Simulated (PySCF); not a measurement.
# [GdSF]−: other functionals and bases at one geometry

Aim: see how levels, charges and forces of [GdSF]− depend on the level of theory. The structure is generated, not taken from experiment.

Method: several levels, as the steps say, no spin–orbit coupling; program: PySCF 2.14.0.

1 further run of the same task is left out (for a known fault of the program).

## (1) The starting structure

3 atoms, charge -1, spin multiplicity 1.

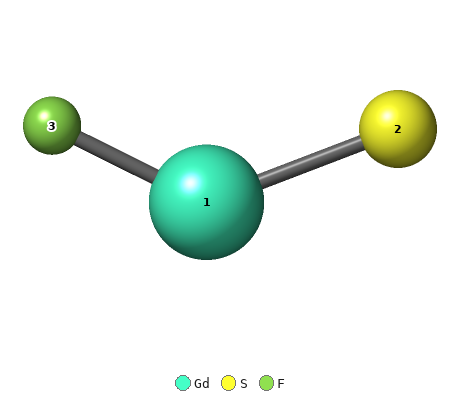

The geometry (gadolinium teal, sulfur yellow, fluorine green); atoms are numbered from 1 in the order of the file.

Geometry (Å):

```tsv
atom	x (Å)	y (Å)	z (Å)
Gd1	-0.21314	0.00000	-0.23039
S2	2.16886	0.00000	0.79358
F3	-2.20445	0.00000	0.66029
```

Formal oxidation states: Gd +2. Each metal's 8 4f electrons lie in its core potential, so multiplicities, spins and levels count the valence alone. For divalent La, Ce, Gd or Lu the extra electron is normally 5d or 6s, so this core forces an excited configuration. An earlier session relaxed this geometry at PBE0, Gd lcecp-0-SVP with ECP54, S def2-SVP, F def2-SVP (singlet, point group Cs).

At PBE0 on the finer grid: E = -527.614794 Eh, frontier levels not given, since the 4f levels lie in the core, Mulliken charge on Gd1 +0.19 e, largest force component 0.009 eV/Å. 

Levels to run: B3LYP; BP86; PBE0, TZVP. Hardware: 2 threads of Arm Neoverse V2, shared host.

## (2) B3LYP

Input file run.py (the lines that set the calculation):

```python
mol = gto.M(atom='''
Gd    -0.21314     0.00000    -0.23039
S      2.16886     0.00000     0.79358
F     -2.20445     0.00000     0.66029''',
    basis={'Gd': 'lcecp-0-SVP', 'S': 'def2-SVP', 'F': 'def2-SVP'},
    ecp={'Gd': 'lcecp-0-SVP'},
    charge=-1, spin=0)
mf = dft.RKS(mol, xc='B3LYP')
mf.grids.atom_grid = (75, 302)  # f atoms: unpruned, at least (60, 302)
mf = mf.density_fit()  # fitting sets: Gd AutoAux, S def2-universal-JKFIT, F def2-universal-JKFIT
mf.conv_tol = 1e-08; mf.max_cycle = 55
mf.kernel(dm0)  # dm0: the density of the relaxed state
```

Command:

```console
$ OMP_NUM_THREADS=2 python run.py
```

Log:

```text
init E= -527.887980785023
cycle= 1 E= -527.888760841017  delta_E= -0.00078  |g|= 0.0212  |ddm|= 0.162
cycle= 2 E= -527.887835747975  delta_E= 0.000925  |g|= 0.052  |ddm|= 0.121
cycle= 3 E= -527.888947945578  delta_E= -0.00111  |g|= 0.00401  |ddm|= 0.0868
cycle= 4 E= -527.888950992598  delta_E= -3.05e-06  |g|= 0.00226  |ddm|= 0.00621
cycle= 5 E= -527.888952164649  delta_E= -1.17e-06  |g|= 0.000569  |ddm|= 0.0035
cycle= 6 E= -527.888952310226  delta_E= -1.46e-07  |g|= 0.000199  |ddm|= 0.00114
cycle= 7 E= -527.888952333068  delta_E= -2.28e-08  |g|= 3.35e-05  |ddm|= 0.000546
cycle= 8 E= -527.888952333999  delta_E= -9.31e-10  |g|= 6.91e-06  |ddm|= 0.000156
Extra cycle  E= -527.888952333949  delta_E= 4.98e-11  |g|= 1.65e-05  |ddm|= 5.25e-05
converged SCF energy = -527.888952333949
```

It took 1.7 s on 2 threads of Arm Neoverse V2, shared host.

Read off: E = -527.888952 Eh, frontier levels not given, since the 4f levels lie in the core, Mulliken charge on Gd1 +0.12 e, largest force component 0.220 eV/Å. The gap is small, and the closed shell wasn't tested for a lower spin-broken solution. The highest filled level lies above zero; it isn't the detachment energy.

## (3) BP86

run.py (the lines that set the calculation): that of step 2 with these lines changed.

```diff
@@ -7,3 +7,3 @@
     charge=-1, spin=0)
-mf = dft.RKS(mol, xc='B3LYP')
+mf = dft.RKS(mol, xc='B88,P86')
 mf.grids.atom_grid = (75, 302)  # f atoms: unpruned, at least (60, 302)
```

Command:

```console
$ OMP_NUM_THREADS=2 python run.py
```

Log:

```text
init E= -527.956564855393
cycle= 1 E= -527.946438440297  delta_E= 0.0101  |g|= 0.181  |ddm|= 0.556
cycle= 2 E= -527.862900469824  delta_E= 0.0835  |g|= 0.493  |ddm|= 1.11
cycle= 3 E= -527.958366389214  delta_E= -0.0955  |g|= 0.058  |ddm|= 0.722
cycle= 4 E= -527.959871812763  delta_E= -0.00151  |g|= 0.0148  |ddm|= 0.139
cycle= 5 E= -527.959793586772  delta_E= 7.82e-05  |g|= 0.0173  |ddm|= 0.0491
cycle= 6 E= -527.959916748838  delta_E= -0.000123  |g|= 0.00534  |ddm|= 0.0239
cycle= 7 E= -527.959929500086  delta_E= -1.28e-05  |g|= 0.00166  |ddm|= 0.0072
cycle= 8 E= -527.959930726535  delta_E= -1.23e-06  |g|= 0.000346  |ddm|= 0.00257
cycle= 9 E= -527.959930783281  delta_E= -5.67e-08  |g|= 7.15e-05  |ddm|= 0.00057
cycle= 10 E= -527.959930785765  delta_E= -2.48e-09  |g|= 4.64e-06  |ddm|= 0.000136
Extra cycle  E= -527.959930785663  delta_E= 1.03e-10  |g|= 1.53e-05  |ddm|= 3.63e-05
converged SCF energy = -527.959930785663
```

Wall time 2.1 s (2 threads of Arm Neoverse V2, shared host).

Result: E = -527.959931 Eh, frontier levels not given, since the 4f levels lie in the core, Mulliken charge on Gd1 +0.03 e, largest force component 0.231 eV/Å. The gap is small, and the closed shell wasn't tested for a lower spin-broken solution. The highest filled level lies above zero; it isn't the detachment energy.

## (4) PBE0, TZVP

Basis: Gd lcecp-0-TZVP with ECP54, S def2-TZVP, F def2-TZVP. 

Input file run.py (the lines that set the calculation):

```python
mol = gto.M(atom='''
Gd    -0.21314     0.00000    -0.23039
S      2.16886     0.00000     0.79358
F     -2.20445     0.00000     0.66029''',
    basis={'Gd': 'lcecp-0-TZVP', 'S': 'def2-TZVP', 'F': 'def2-TZVP'},
    ecp={'Gd': 'lcecp-0-TZVP'},
    charge=-1, spin=0)
mf = dft.RKS(mol, xc='PBE0')
mf.grids.atom_grid = (75, 302)  # f atoms: unpruned, at least (60, 302)
mf = mf.density_fit()  # fitting sets: Gd AutoAux, S def2-universal-JKFIT, F def2-universal-JKFIT
mf.conv_tol = 1e-08; mf.max_cycle = 55
mf.kernel(dm0)  # dm0: free metal ions and neutral atoms
```

Command:

```console
$ OMP_NUM_THREADS=2 python run.py
```

Log:

```text
init E= -559.244041453071
cycle= 1 E= -516.539076664846  delta_E= 42.7  |g|=  7.1  |ddm|= 5.23
cycle= 2 E= -492.631280749284  delta_E= 23.9  |g|= 10.8  |ddm|= 8.57
cycle= 3 E= -524.631734398828  delta_E=  -32  |g|= 3.51  |ddm|= 7.51
cycle= 4 E= -504.42618210133  delta_E= 20.2  |g|= 5.89  |ddm|= 7.76
cycle= 5 E= -526.945826300849  delta_E= -22.5  |g|= 2.17  |ddm|= 6.41
cycle= 6 E= -527.757515074035  delta_E= -0.812  |g|= 0.633  |ddm|= 1.11
cycle= 7 E= -527.852231724076  delta_E= -0.0947  |g|= 0.355  |ddm|= 0.917
cycle= 8 E= -527.878774311247  delta_E= -0.0265  |g|= 0.134  |ddm|= 0.272
cycle= 9 E= -527.882427434608  delta_E= -0.00365  |g|= 0.0479  |ddm|= 0.16
cycle= 10 E= -527.882994654989  delta_E= -0.000567  |g|= 0.0137  |ddm|= 0.0538
cycle= 11 E= -527.883072215588  delta_E= -7.76e-05  |g|= 0.00309  |ddm|= 0.0242
cycle= 12 E= -527.883075776253  delta_E= -3.56e-06  |g|= 0.00107  |ddm|= 0.00546
cycle= 13 E= -527.883076227028  delta_E= -4.51e-07  |g|= 0.000322  |ddm|= 0.00188
cycle= 14 E= -527.883076283839  delta_E= -5.68e-08  |g|= 7.62e-05  |ddm|= 0.000774
cycle= 15 E= -527.883076292612  delta_E= -8.77e-09  |g|= 2.08e-05  |ddm|= 0.00046
Extra cycle  E= -527.883076292887  delta_E= -2.74e-10  |g|= 2.69e-05  |ddm|= 8.67e-05
converged SCF energy = -527.883076292887
```

Wall time 5.9 s (2 threads of Arm Neoverse V2, shared host).

Result: E = -527.883076 Eh, frontier levels not given, since the 4f levels lie in the core, Mulliken charge on Gd1 +0.67 e, largest force component 0.295 eV/Å. 

## (5) All levels side by side

| level | state | charge on Gd1 (e) | dipole (D) | largest force (eV/Å) | basis functions | time |
| --- | --- | --- | --- | --- | --- | --- |
| PBE0 (relaxed here) | singlet | 0.19 | 9.11 | 0.01 | 63 | 4 s |
| B3LYP | singlet | 0.12 | 8.55 | 0.22 | 63 | 1.7 s |
| BP86 | singlet | 0.03 | 7.95 | 0.23 | 63 | 2.1 s |
| PBE0, TZVP | singlet | 0.67 | 9.91 | 0.30 | 115 | 5.9 s |

Times are on 2 threads of Arm Neoverse V2, shared host; the first row also made further properties. The dipole of a charged species depends on the origin, so these sizes hold for this origin alone.

The largest leftover force, 0.30 eV/Å with PBE0, TZVP, stands at a geometry relaxed at another level. The Mulliken charge on Gd spans +0.03 to +0.67 e over the levels. With 4f in the core, its levels are missing from HOMO and gap. Total energies of different levels can't be compared. Spin–orbit coupling is left out throughout.
